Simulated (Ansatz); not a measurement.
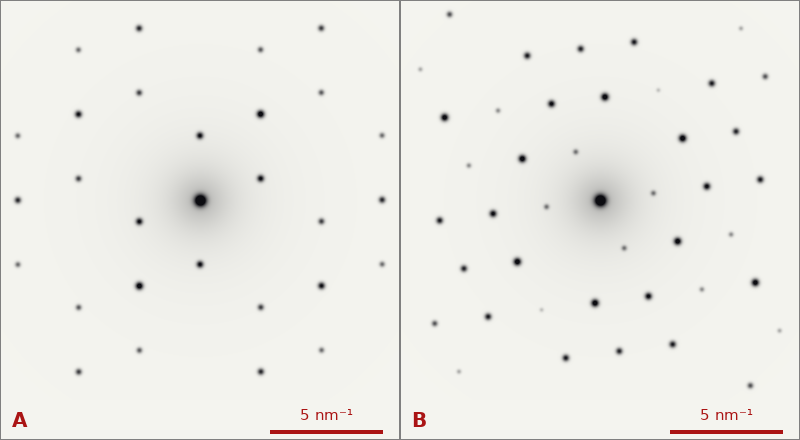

Kinematic electron diffraction patterns (200 kV, B = 0.5 Å², same scale, each along a low-index zone) of two structures of composition TlCo2, each relaxed at zero pressure with DFT PBE, scalar-relativistic, plane waves, PAW in Ansatz. Each run keeps the magnetic state that it reached.

The structures (standard cells):
1. Fm-3m (No. 225), a = 5.977 Å, 12 atoms; generated start, possibly hypothetical
2. Fd-3m (No. 227), a = 7.145 Å, 24 atoms; generated start, possibly hypothetical

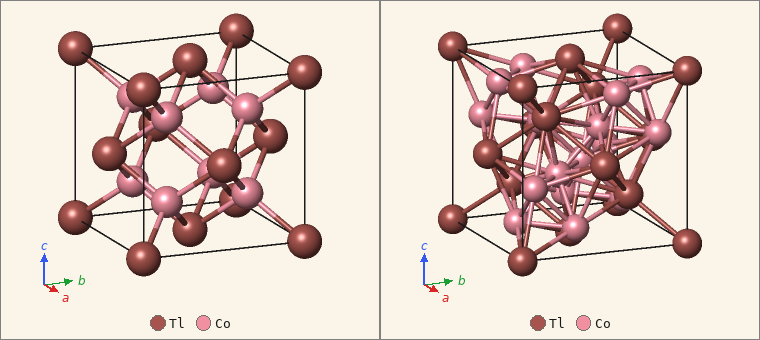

Drawings of the structures 1 to 2, from left to right (each may span several cells).

> Which pattern belongs to which structure, and along which zone?

A is structure 1 along [110] or an equivalent direction: centred rectangular net of -1 1 -1 at d = 3.45 Å and -1 1 1 at d = 3.45 Å, 70.5° apart (some points of this net are extinct or too weak to see). B is structure 2 along [110] or an equivalent direction: centred rectangular net of -1 1 -1 at d = 4.13 Å and -1 1 1 at d = 4.13 Å, 70.5° apart (some points of this net are extinct or too weak to see).

> Rank the structures by their computed energy.

Structure 2 (Fd-3m, 15.20 Å³ an atom) is the lowest of these; structure 1 (Fm-3m, 17.79 Å³ an atom) lies about 580 meV an atom higher. These are static energies at 0 K; other structures, not shown, may lie lower still.
